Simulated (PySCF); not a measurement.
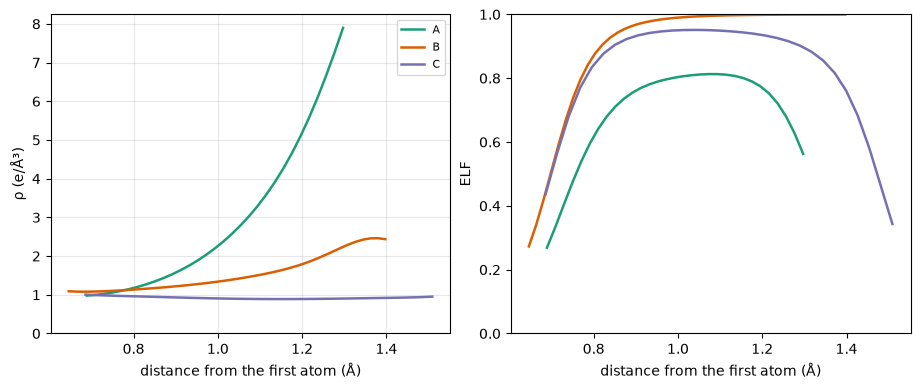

The picture shows: F₂H₂P₂. Total electron density and electron localisation function along straight lines between neighbouring atoms. The curves leave out the atomic cores.

Geometry: GFN2-xTB.

Level of theory: PBE0/pcSseg-1, SCF density, gas phase, non-relativistic in PySCF 2.14.0.

Input file:

```
{"job": {"kind": "nmr", "xc": "PBE0", "basis": "pcSseg-1"}, "charge": 0, "multiplicity": 1}
F     -1.520990    -0.990049    -0.864247
P     -0.812564     0.414748    -0.471970
F     -1.695053     0.623946     0.871927
P      0.975378    -0.422399     0.486703
H      1.452045     0.871022     0.715132
H      1.604307    -0.495278    -0.759120
```

Run with:

```sh
OMP_NUM_THREADS=1 python probes_run.py task.json out
```

Q: Which curve belongs to which contact (P–F, P–H and P–P)? The first atom named is at distance zero.

A: Curve A: P–F (1.62 Å): ρ is about 1.2 e/Å³ halfway; the ELF peaks at about 0.80 in the valence shell of F, 0.5 Å from its nucleus, and is about 0.65 at the midpoint. Curve B: P–H (1.40 Å): ρ at the midpoint is about 1.1 e/Å³; the ELF climbs to about 1 towards the hydrogen, as it does in any bond to H. Curve C: P–P (2.19 Å): the density is about 0.89 e/Å³ at the midpoint; the ELF peaks at about 0.95 between the atoms, as expected for a covalent bond.
